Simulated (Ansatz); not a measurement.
## What a tighter setting buys: basis.ecutwfc, Cs₂KGaI₆ (Fm-3m, 10 atoms in the cell)

Cell: a = 8.6189 Å, b = 8.6189 Å, c = 8.6189 Å, α = 60.00°, β = 60.00°, γ = 60.00°.

Method of the run: PBEsol, default PAW files made with PBE (plane waves; Ansatz, a program for electronic structure).

Base settings: basis.ecutwfc = 420 eV; kpoints.mp_grid.grid = 3 3 3; hamiltonian.xc = pbesol; hamiltonian.pseudopotentials = {kind: paw} (the program's default PAW files); scf.occupations.method = cold; scf.occupations.width = 0.05 eV.

Misses are taken against the tightest run, 840 eV, which need not be fully converged itself. The energy is the free energy per atom.

The count of work is k-points × plane waves × bands × iterations; it is no time, and leaves out set-up, grids and terms that scale otherwise. 

Ansatz's pressure holds its estimate of the finite-basis (Pulay) stress, which hides part of the cutoff error; the uncorrected pressure shows it.

The starting cell was generated: these elements placed on a structure prototype, without a prior relaxation; it need not be a known phase or ordering of this composition. In the base run, forces exceed 1 eV/Å. Ansatz's pressure includes its estimate of the finite-basis (Pulay) stress. The run gives no clean gap (levels at the Fermi energy touch, overlap or are partly filled at this smearing), which alone does not show that the compound is a metal.

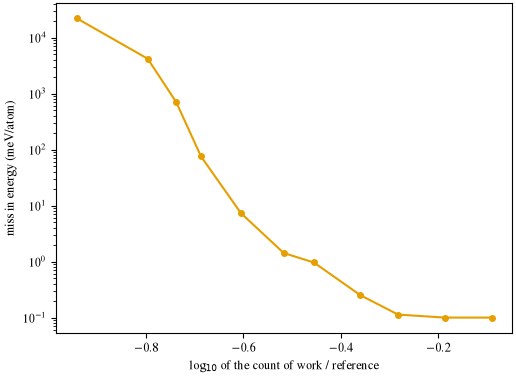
Figure: Miss against the count of work; the reference run is not drawn, and misses under 0.1 meV/atom are drawn there.

```tsv
basis.ecutwfc	energy less reference (meV/atom)	pressure less reference (GPa)	largest difference in the force on any atom (eV/Å)	uncorrected pressure less reference (GPa)	count of work / reference
170 eV	22069.52	5.19	0.155	-367.92	0.11
210 eV	4182.47	0.80	0.087	-87.54	0.16
250 eV	703.35	0.00	0.037	-19.15	0.18
295 eV	75.20	0.00	0.001	-2.86	0.21
335 eV	7.34	0.00	0.000	-0.35	0.25
380 eV	1.42	0.00	0.000	-0.01	0.30
420 eV	0.96	0.00	0.000	-0.01	0.35
485 eV	0.25	0.00	0.000	-0.01	0.44
545 eV	0.11	0.00	0.000	0.00	0.52
630 eV	0.05	0.00	0.000	0.00	0.65
735 eV	0.02	0.00	0.000	0.00	0.81
840 eV	0.00	0.00	0.000	0.00	1.0
```

Coarsest setting among those run that, with all tighter ones, holds the energy within 2 meV/atom of the reference: 380 eV, off by 1.4 meV/atom; it needs 0.30 of the reference's count of work.

Coarsest setting among those run that, with all tighter ones, holds the energy within 0.5 meV/atom of the reference: 485 eV, off by 0.25 meV/atom; it needs 0.44 of the reference's count of work.

The step from 170 eV to 485 eV: it takes the miss in the energy from 22000 to 0.25 meV/atom, for 3.8 times the count of work.

Keys are those of Ansatz 0.2.
